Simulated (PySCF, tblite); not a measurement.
# C₂₂H₁₆BN: electronic excitations, NMR shifts

Wanted: electronic excitations, NMR shifts for C₂₂H₁₆BN (`B1C=c2c(c3ccccc3c3ccc4c(c23)\C=C/C=C\C=C/4)=CN1`).

Computed with tblite 0.8.0 and PySCF 2.14.0 and routines of our own; the level stands in each step. Atoms count from 0.

## Step 1: The starting structure

40 atoms, charge 0, multiplicity 1; geometry from: force field, distance geometry or constructed start.

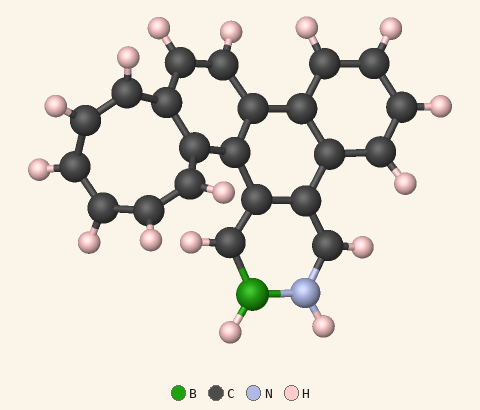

The starting geometry (boron green, carbon dark grey, nitrogen light blue, hydrogen pink).

## Step 2: Relaxing the molecule with GFN2-xTB

The job: settings as JSON, then the geometry in Å.

```
{"job": {"kind": "relax", "xc": "GFN2-xTB", "basis": "xTB"}, "charge": 0, "multiplicity": 1}
B     -0.433600     3.378200    -1.428900
C      0.196500     2.082100    -0.902200
C     -0.554200     1.034100    -0.467800
C     -1.988400     1.042800    -0.668700
C     -2.723500    -0.158100    -0.383000
C     -4.148200    -0.177800    -0.347000
C     -4.850100    -1.363200    -0.189100
C     -4.167700    -2.558000    -0.033000
C     -2.778600    -2.576000    -0.001400
C     -2.027800    -1.381700    -0.157100
C     -0.613000    -1.369200    -0.000900
C      0.133100    -2.558800     0.161100
C      1.459200    -2.522900     0.565600
C      2.088100    -1.317500     0.861400
C      1.390200    -0.098100     0.646200
C      0.078100    -0.127700     0.066200
C      1.881600     1.131000     1.319100
C      3.021500     1.747800     1.001800
C      3.921300     1.295500    -0.066300
C      4.577000     0.130400    -0.031100
C      4.513200    -0.788800     1.112700
C      3.402600    -1.399200     1.536400
C     -2.620100     2.147600    -1.164200
N     -1.942100     3.347700    -1.511000
H      0.196200     4.307800    -1.796700
H      1.267400     2.031600    -0.956800
H     -4.746300     0.717600    -0.388200
H     -5.933300    -1.353500    -0.164000
H     -4.724800    -3.480900     0.097200
H     -2.333800    -3.532300     0.202500
H     -0.273300    -3.535100    -0.018100
H      1.986200    -3.459700     0.705100
H      1.210700     1.618300     2.013400
H      3.220600     2.718500     1.448400
H      4.156700     1.994100    -0.865500
H      5.318800    -0.061200    -0.798800
H      5.454500    -1.065700     1.570100
H      3.512300    -2.132700     2.323700
H     -3.671600     2.139000    -1.409200
H     -2.465300     4.177800    -1.882900
```

Started as:

```console
OMP_NUM_THREADS=1 python large_run.py task.json out
```

One launch serves the whole session: the jobs run in the order shown.

Standard output:

```text
step      E/eV     max force
  0   -1615.47676    2.973
  1   -1615.83211    1.545
  2   -1615.95865    0.801
  3   -1616.02609    0.635
  4   -1616.06377    0.502
  5   -1616.09364    0.398
  6   -1616.10915    0.253
  7   -1616.11867    0.229
  8   -1616.12586    0.151
  9   -1616.13049    0.134
 10   -1616.13351    0.098
 11   -1616.13558    0.083
 12   -1616.13713    0.072
 13   -1616.13836    0.072
 14   -1616.13939    0.062
 15   -1616.14030    0.049
 16   -1616.14107    0.058
 17   -1616.14170    0.065
 18   -1616.14228    0.064
 19   -1616.14295    0.062
 20   -1616.14372    0.066
 21   -1616.14454    0.051
 22   -1616.14529    0.051
 23   -1616.14590    0.047
 24   -1616.14643    0.042
 25   -1616.14689    0.035
 26   -1616.14728    0.030
 27   -1616.14762    0.032
 28   -1616.14795    0.032
 29   -1616.14831    0.033
 30   -1616.14870    0.033
 31   -1616.14910    0.034
 32   -1616.14955    0.037
 33   -1616.15006    0.041
 34   -1616.15064    0.041
 35   -1616.15124    0.045
 36   -1616.15183    0.042
 37   -1616.15244    0.045
 38   -1616.15315    0.052
 39   -1616.15396    0.053
 40   -1616.15477    0.067
 41   -1616.15544    0.068
 42   -1616.15597    0.052
 43   -1616.15642    0.041
 44   -1616.15682    0.033
 45   -1616.15715    0.027
 46   -1616.15737    0.023
 47   -1616.15754    0.023
 48   -1616.15769    0.028
 49   -1616.15785    0.025
 50   -1616.15800    0.022
 51   -1616.15815    0.022
 52   -1616.15830    0.028
 53   -1616.15848    0.033
 54   -1616.15866    0.028
 55   -1616.15882    0.020
```

Wall time 2.5 s (1 thread of Arm Neoverse N1, shared host); peak memory 0.18 GiB.

Along the way:

```tsv
step	energy from step 0 (eV)	largest force (eV/Å)
0	0.0000	2.9727
1	-0.3554	1.5451
2	-0.4819	0.8008
3	-0.5493	0.6348
4	-0.5870	0.5018
5	-0.6169	0.3981
6	-0.6324	0.2534
7	-0.6419	0.2292
8	-0.6491	0.1510
11	-0.6588	0.0826
15	-0.6635	0.0493
19	-0.6662	0.0621
23	-0.6691	0.0469
27	-0.6709	0.0320
31	-0.6723	0.0347
35	-0.6745	0.0453
39	-0.6772	0.0525
43	-0.6797	0.0412
47	-0.6808	0.0239
51	-0.6814	0.0220
52	-0.6815	0.0284
53	-0.6817	0.0328
54	-0.6819	0.0281
55	-0.6821	0.0200
```

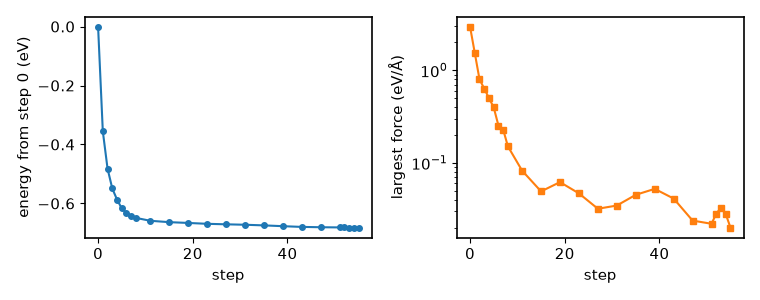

Energy and force, step by step.

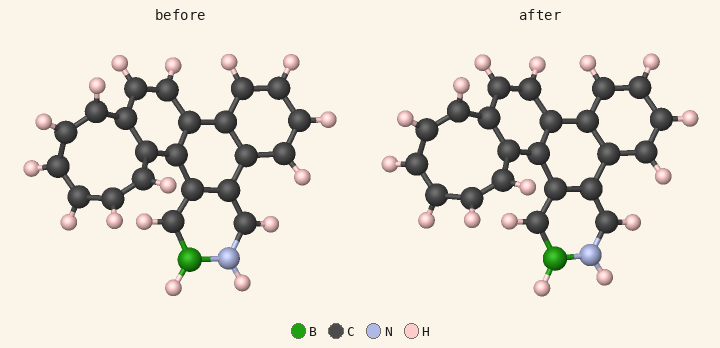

Before and after, at one scale.

Distances of close pairs at the start and the end, largest changes first:

```tsv
bond	before (Å)	after (Å)	change (Å)
B0–N23	1.511	1.416	-0.095
C22–N23	1.421	1.347	-0.074
N23–H39	1.049	1.011	-0.038
C2–C15	1.426	1.460	+0.034
C9–C10	1.423	1.457	+0.033
C13–C14	1.421	1.392	-0.029
B0–C1	1.534	1.505	-0.029
C4–C5	1.425	1.398	-0.027
```

The final coordinates are the input of the step that follows.

## Step 3: Electronic excitations: TDDFT PBE0/6-31G*

The job: settings as JSON, then the geometry in Å.

```
{"job": {"kind": "uv", "basis": "6-31G*", "grid": 1, "kgrid": 0, "vcut": 1.5, "nstates": 6, "ntriplets": 2, "tda": false, "delta": [], "pop": true, "xc": "PBE0"}, "charge": 0, "multiplicity": 1}
B     -0.554048     3.392851    -1.395024
C      0.129401     2.178123    -0.825934
C     -0.581374     1.073849    -0.411647
C     -2.002041     1.046317    -0.620828
C     -2.751144    -0.171892    -0.358242
C     -4.147997    -0.185105    -0.303410
C     -4.849392    -1.362853    -0.175707
C     -4.162385    -2.565603    -0.098891
C     -2.785645    -2.567917    -0.094842
C     -2.048883    -1.382501    -0.198110
C     -0.604825    -1.358483    -0.007073
C      0.119682    -2.534134     0.209900
C      1.425996    -2.492473     0.626309
C      2.052781    -1.278059     0.911683
C      1.372470    -0.090438     0.658241
C      0.072300    -0.126064     0.103672
C      1.921333     1.176962     1.177563
C      3.091746     1.737338     0.895716
C      4.059911     1.254369    -0.090291
C      4.694770     0.091270    -0.007969
C      4.525402    -0.848081     1.096266
C      3.385999    -1.379920     1.525999
C     -2.620652     2.138657    -1.177287
N     -1.958284     3.261212    -1.517846
H     -0.036900     4.385005    -1.741373
H      1.203575     2.124924    -0.759921
H     -4.697943     0.742814    -0.342760
H     -5.928396    -1.349429    -0.136343
H     -4.704590    -3.496147    -0.016491
H     -2.282904    -3.515606     0.009644
H     -0.342424    -3.497472     0.068279
H      1.969692    -3.412325     0.789254
H      1.252255     1.681272     1.867031
H      3.344505     2.688500     1.351264
H      4.296663     1.953352    -0.884791
H      5.457188    -0.168863    -0.731720
H      5.451034    -1.139983     1.580474
H      3.428529    -2.090637     2.343874
H     -3.677961     2.116959    -1.400103
H     -2.527444     3.994032    -1.919475
```

Level: TDDFT PBE0/6-31G*, vertical, gas phase, core orbitals frozen in the response, virtual orbitals cut by energy.

Standard output:

```text
start: PBE on a coarse grid of 33750 points
cycle   1  E = -926.3848888260  dE =  4.082e+00  |g| = 9.119e-01  |ddm| = 7.663e+00
cycle   2  E = -926.0648477663  dE =  3.200e-01  |g| = 1.351e+00  |ddm| = 3.143e+00
cycle   3  E = -926.5430203394  dE = -4.782e-01  |g| = 5.397e-01  |ddm| = 2.454e+00
cycle   4  E = -926.6325194168  dE = -8.950e-02  |g| = 8.942e-02  |ddm| = 7.406e-01
cycle   5  E = -926.6329101551  dE = -3.907e-04  |g| = 8.080e-02  |ddm| = 2.096e-01
cycle   6  E = -926.6345712424  dE = -1.661e-03  |g| = 2.781e-02  |ddm| = 1.205e-01
cycle   7  E = -926.6347487183  dE = -1.775e-04  |g| = 1.258e-02  |ddm| = 4.338e-02
cycle   8  E = -926.6347909602  dE = -4.224e-05  |g| = 2.680e-03  |ddm| = 1.480e-02
final grid: 147793 points
cycle   9  E = -926.4713779261  dE = -1.087e-02  |g| = 4.492e-02  |ddm| = 1.195e+00
cycle  10  E = -926.4715365688  dE = -1.586e-04  |g| = 3.975e-02  |ddm| = 1.177e-01
cycle  11  E = -926.4719522988  dE = -4.157e-04  |g| = 1.173e-02  |ddm| = 6.351e-02
cycle  12  E = -926.4719877635  dE = -3.546e-05  |g| = 4.609e-03  |ddm| = 1.910e-02
cycle  13  E = -926.4719944937  dE = -6.730e-06  |g| = 1.530e-03  |ddm| = 6.553e-03
cycle  14  E = -926.4719926679  dE =  1.826e-06  |g| = 5.946e-04  |ddm| = 2.580e-03
cycle  15  E = -926.4719954677  dE = -2.800e-06  |g| = 1.425e-04  |ddm| = 8.751e-04
cycle  16  E = -926.4719941840  dE =  1.284e-06  |g| = 5.498e-05  |ddm| = 2.505e-04
converged SCF energy = -926.4719941840

Static polarisability (au): isotropic 255.034, principal 104.720 295.685 364.697

Singlet excitations
state   eV       nm        f      main configurations
  1   3.7192    333.4   0.08329   H->L 0.79
  2   3.7958    326.6   0.05933   H->L+1 0.62, H-1->L 0.17, H->L 0.12
  3   3.9715    312.2   0.01558   H-1->L 0.43, H-1->L+1 0.41
  4   4.0507    306.1   0.06901   H-1->L+1 0.49, H-1->L 0.28, H->L+1 0.20
  5   4.1846    296.3   0.00223   H->L+2 0.48, H-2->L 0.43
  6   4.4887    276.2   0.13853   H-2->L+1 0.60, H-2->L 0.15

Triplet excitations (Tamm-Dancoff, eV): 2.6626 3.0783
```

It took 2.3 min on 1 thread of Arm Neoverse N1, shared host; peak memory 0.72 GiB.

Frontier orbitals and where they lie:

```tsv
orbital	eV	atoms
HOMO−4	-7.31	C16 22 %, C17 19 %, C20 14 %
HOMO−3	-6.81	C18 16 %, C19 12 %, C21 12 %
HOMO−2	-6.28	C5 12 %, C15 11 %, C8 11 %
HOMO−1	-5.95	C17 13 %, C14 11 %, C16 10 %
HOMO	-5.55	C1 16 %, C22 13 %, B0 12 %
LUMO	-1.16	C1 12 %, C15 11 %, C22 11 %
LUMO+1	-0.94	C14 14 %, C11 12 %, C13 9 %
LUMO+2	-0.44	C5 19 %, C8 16 %, C22 14 %
LUMO+3	-0.03	C18 14 %, C19 13 %, C21 10 %
```

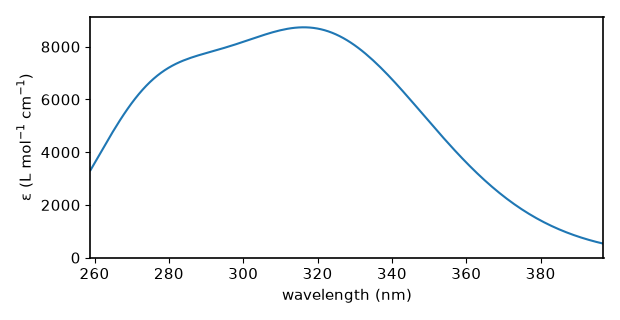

Absorption spectrum: each of the 6 states is a Gaussian band of 0.4 eV half-width at 1/e. Beyond the last state computed it falls off for lack of states.

Ground-state properties from the same run:

```tsv
property	computed
dipole moment (D)	1.64
polarisability (Å³)	37.79
HOMO–LUMO gap (eV)	4.39
−ε(HOMO) (eV)	5.55
```

## Step 4: NMR shifts: GIAO KT3/pcSseg-1

The job, as its differences from that of step 3:

```diff
@@ -1,2 +1,2 @@
-{"job": {"kind": "uv", "basis": "6-31G*", "grid": 1, "kgrid": 0, "vcut": 1.5, "nstates": 6, "ntriplets": 2, "tda": false, "delta": [], "pop": true, "xc": "PBE0"}, "charge": 0, "multiplicity": 1}
+{"job": {"kind": "nmr", "xc": "KT3", "basis": "pcSseg-1", "pop": false}, "charge": 0, "multiplicity": 1}
 B     -0.554048     3.392851    -1.395024
```

Method: GIAO KT3/pcSseg-1 NMR shielding, non-relativistic, gas phase.

Standard output:

```text
start: PBE on a coarse grid of 33750 points
cycle   1  E = -925.8633910311  dE =  4.040e+00  |g| = 8.978e-01  |ddm| = 7.656e+00
cycle   2  E = -925.5217770522  dE =  3.416e-01  |g| = 1.376e+00  |ddm| = 3.330e+00
cycle   3  E = -926.0160137713  dE = -4.942e-01  |g| = 5.233e-01  |ddm| = 2.616e+00
cycle   4  E = -926.0979070775  dE = -8.189e-02  |g| = 9.439e-02  |ddm| = 7.396e-01
cycle   5  E = -926.0985535888  dE = -6.465e-04  |g| = 7.986e-02  |ddm| = 2.233e-01
cycle   6  E = -926.1001106906  dE = -1.557e-03  |g| = 2.957e-02  |ddm| = 1.319e-01
cycle   7  E = -926.1003124981  dE = -2.018e-04  |g| = 1.274e-02  |ddm| = 5.314e-02
cycle   8  E = -926.1003528079  dE = -4.031e-05  |g| = 2.686e-03  |ddm| = 1.470e-02
final grid: 313524 points
cycle   9  E = -942.8781601441  dE = -5.531e-02  |g| = 4.928e-02  |ddm| = 1.441e+00
cycle  10  E = -942.8766893388  dE =  1.471e-03  |g| = 9.278e-02  |ddm| = 1.325e-01
cycle  11  E = -942.8786501808  dE = -1.961e-03  |g| = 1.777e-02  |ddm| = 8.977e-02
cycle  12  E = -942.8787125994  dE = -6.242e-05  |g| = 1.128e-02  |ddm| = 3.543e-02
cycle  13  E = -942.8787472748  dE = -3.468e-05  |g| = 2.867e-03  |ddm| = 1.718e-02
cycle  14  E = -942.8787515215  dE = -4.247e-06  |g| = 1.138e-03  |ddm| = 4.987e-03
cycle  15  E = -942.8787514200  dE =  1.015e-07  |g| = 4.252e-04  |ddm| = 1.808e-03
cycle  16  E = -942.8787500122  dE =  1.408e-06  |g| = 1.688e-04  |ddm| = 8.285e-04
cycle  17  E = -942.8787500393  dE = -2.708e-08  |g| = 5.859e-05  |ddm| = 4.161e-04
converged SCF energy = -942.8787500393

GIAO shielding tensors (ppm)
atom      isotropic    diamagn.    paramagn.     s11        s22        s33       span
  0 B       79.779     203.145    -123.366     41.922     70.731    126.684     84.763
  1 C       54.819     253.149    -198.330    -52.159     33.720    182.896    235.055
  2 C       49.762     259.352    -209.590    -41.862     19.776    171.371    213.232
  3 C       69.928     256.150    -186.222     -2.990     42.909    169.865    172.855
  4 C       60.668     249.894    -189.226    -15.623     23.373    174.253    189.876
  5 C       70.297     242.256    -171.959    -22.762     63.218    170.434    193.196
  6 C       63.920     252.174    -188.254    -34.337     55.602    170.495    204.831
  7 C       64.581     250.177    -185.596    -34.414     57.910    170.248    204.662
  8 C       68.467     244.915    -176.447    -25.096     55.760    174.737    199.833
  9 C       63.105     247.678    -184.572    -13.316     27.826    174.805    188.121
 10 C       61.615     252.091    -190.477    -13.467     24.584    173.727    187.193
 11 C       70.448     253.190    -182.742    -23.292     62.045    172.591    195.883
 12 C       60.583     253.130    -192.547    -29.742     53.554    157.937    187.679
 13 C       51.088     257.817    -206.729    -33.743     33.694    153.311    187.054
 14 C       53.932     257.408    -203.477    -20.652     28.218    154.229    174.881
 15 C       60.877     253.074    -192.197     -7.163     19.566    170.227    177.390
 16 C       46.467     259.046    -212.579    -56.179     55.218    140.362    196.541
 17 C       54.415     255.085    -200.670    -39.620     60.217    142.648    182.269
 18 C       53.579     257.557    -203.978    -44.628     63.280    142.085    186.713
 19 C       57.060     253.033    -195.972    -40.485     66.766    144.899    185.384
 20 C       54.263     252.959    -198.696    -39.328     60.619    141.497    180.825
 21 C       54.522     254.064    -199.542    -38.672     66.101    136.137    174.809
 22 C       59.677     251.190    -191.513    -14.619     47.239    146.413    161.032
 23 N       88.196     322.848    -234.652    -49.601     97.010    217.178    266.779
 24 H       26.567      31.238      -4.671     23.297     27.624     28.778      5.481
 25 H       22.651      37.587     -14.936     15.752     22.412     29.787     14.035
 26 H       23.818      35.603     -11.786     17.798     24.350     29.305     11.507
 27 H       24.391      27.467      -3.076     20.436     25.587     27.150      6.713
 28 H       24.320      28.351      -4.030     20.298     25.540     27.123      6.825
 29 H       23.555      37.091     -13.536     16.974     24.052     29.639     12.665
 30 H       23.559      38.033     -14.475     17.169     24.538     28.968     11.799
 31 H       24.640      34.306      -9.666     20.351     24.763     28.806      8.455
 32 H       24.870      34.888     -10.018     21.658     24.499     28.452      6.794
 33 H       25.404      31.393      -5.990     22.995     25.567     27.649      4.654
 34 H       25.176      30.863      -5.687     21.980     26.738     26.809      4.829
 35 H       25.557      28.893      -3.336     22.998     25.907     27.765      4.767
 36 H       25.407      25.607      -0.200     22.899     25.930     27.391      4.492
 37 H       24.977      29.139      -4.162     21.941     25.632     27.357      5.416
 38 H       23.470      35.807     -12.336     15.999     24.685     29.726     13.727
 39 H       23.147      26.743      -3.595     16.343     25.182     27.918     11.575
```

Wall time 1.8 min (1 thread of Arm Neoverse N1, shared host); peak memory 0.74 GiB.

The references, computed at this level on geometries of the same kind, shield at (ppm): ¹H TMS 31.76, ¹³C TMS 184.7, ¹⁵N NH3 264.3, ¹¹B BF3·OEt2 100.0. Their shielding less the atom's gives the shift. The references are single molecules in the gas phase, so shifts against H2O, NH3, PH3, H3PO4 or CFCl3 are not on the usual liquid scales and can be off by tens of ppm.

```tsv
atoms	environment	σ (ppm)	δ (ppm)
C16	alkene CH	46.5	138.2
C2	substituted aromatic carbon	49.8	134.9
C13	substituted aromatic carbon	51.1	133.6
C18	alkene CH	53.6	131.1
C14	substituted aromatic carbon	53.9	130.8
C20	alkene CH	54.3	130.4
C17	alkene CH	54.4	130.3
C21	alkene CH	54.5	130.2
C1	carbon bonded to C, B, H, in a 6-membered ring	54.8	129.9
C19	alkene CH	57.1	127.6
C22	carbon bonded to C, N, H, in a 6-membered ring	59.7	125.0
C12	aromatic CH	60.6	124.1
C4	ring-fusion aromatic carbon	60.7	124.0
C15	ring-fusion aromatic carbon	60.9	123.8
C10	ring-fusion aromatic carbon	61.6	123.1
C9	ring-fusion aromatic carbon	63.1	121.6
C6	aromatic CH	63.9	120.8
C7	aromatic CH	64.6	120.1
C8	aromatic CH	68.5	116.2
C3	substituted aromatic carbon	69.9	114.8
C5	aromatic CH	70.3	114.4
C11	aromatic CH	70.4	114.2
H25	hydrogen on a carbon bonded to C, B, in a 6-membered ring	22.65	9.11
H39	hydrogen on a nitrogen bonded to C, B, in a 6-membered ring	23.15	8.61
H38	hydrogen on a carbon bonded to C, N, in a 6-membered ring	23.47	8.29
H29	hydrogen on an aromatic CH	23.56	8.20
H30	hydrogen on an aromatic CH	23.56	8.20
H26	hydrogen on an aromatic CH	23.82	7.94
H28	hydrogen on an aromatic CH	24.32	7.44
H27	hydrogen on an aromatic CH	24.39	7.36
H31	hydrogen on an aromatic CH	24.64	7.12
H32	hydrogen on an alkene CH	24.87	6.89
H37	hydrogen on an alkene CH	24.98	6.78
H34	hydrogen on an alkene CH	25.18	6.58
H33	hydrogen on an alkene CH	25.40	6.35
H36	hydrogen on an alkene CH	25.41	6.35
H35	hydrogen on an alkene CH	25.56	6.20
H24	hydrogen on a boron bonded to C, N, in a 6-membered ring	26.57	5.19
B0	boron bonded to C, N, H, in a 6-membered ring	79.8	20.2
N23	nitrogen bonded to C, B, H, in a 6-membered ring	88.2	176.1
```

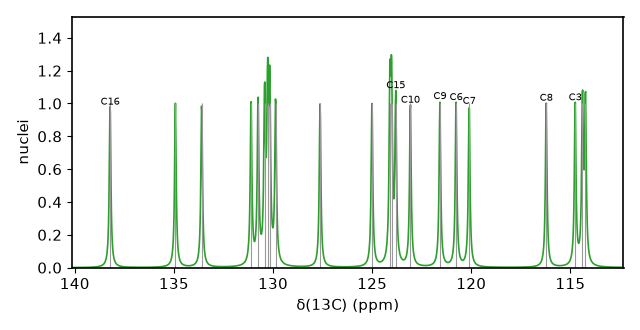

¹³C lines at the computed shifts, without couplings. Lines are broadened to a width of 0.10 ppm (Lorentzian).

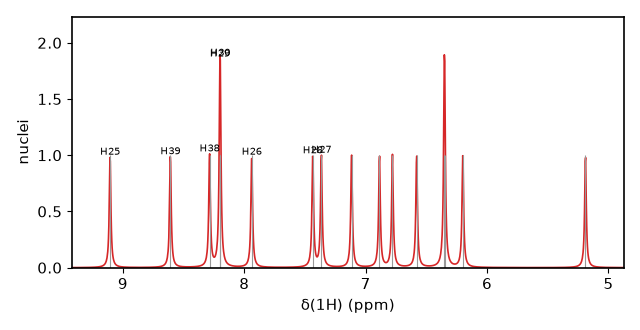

¹H lines at the computed shifts, without couplings. Lines are broadened to a width of 0.02 ppm (Lorentzian).

Ring of atoms B0, C1, C2, C3, C22, N23: NICS(0) -6.1, NICS(1) -8.2, NICS(1)zz -20.0 ppm (means of both faces).

Ring of atoms C2, C3, C4, C9, C10, C15: NICS(0) 0.8, NICS(1) -3.6, NICS(1)zz -3.2 ppm (means of both faces).

Ring of atoms C4, C5, C6, C7, C8, C9: NICS(0) -7.1, NICS(1) -9.8, NICS(1)zz -23.2 ppm (means of both faces).

## Step 5: What came out

| quantity | value |
| --- | --- |
| lowest singlet (PBE0/6-31G*) | 3.72 eV (333 nm), f = 0.083 |
| brightest single state of those computed | state 6, 4.49 eV, f = 0.139 |
| lowest triplet | 2.66 eV |
| ¹³C shifts against TMS (KT3/pcSseg-1) | 138.2, 134.9, 133.6, 131.1, 130.8, 130.4, 130.3, 130.2, 129.9, 127.6, 125.0, 124.1, 124.0, 123.8 ppm and more |
| ¹H shifts against TMS (KT3/pcSseg-1) | 9.11, 8.61, 8.29, 8.20, 8.20, 7.94, 7.44, 7.36, 7.12, 6.89, 6.78, 6.58, 6.35, 6.35 ppm and more |
| ¹¹B shifts against BF3·OEt2 (KT3/pcSseg-1) | 20.2 ppm |
| ¹⁵N shifts against NH3 (KT3/pcSseg-1) | 176.1 ppm |

What this shows: The first singlet state (HOMO→LUMO 0.79) lies at 3.72 eV and is bright; of the 6 states computed, the strongest absorption comes from state 6 at 4.49 eV (the last computed, so partners may be missing). The lowest triplet lies 1.06 eV below the lowest singlet (triplets in Tamm-Dancoff, singlets in full TDDFT). At KT3/pcSseg-1: The widest tensor belongs to N23: span 267 ppm, with a paramagnetic part of -235 ppm. NICS(1)zz of -20 ppm above the planar ring from B0 marks a diatropic (aromatic) ring current. NICS(1)zz of -23 ppm above the planar ring from C4 marks a diatropic (aromatic) ring current.
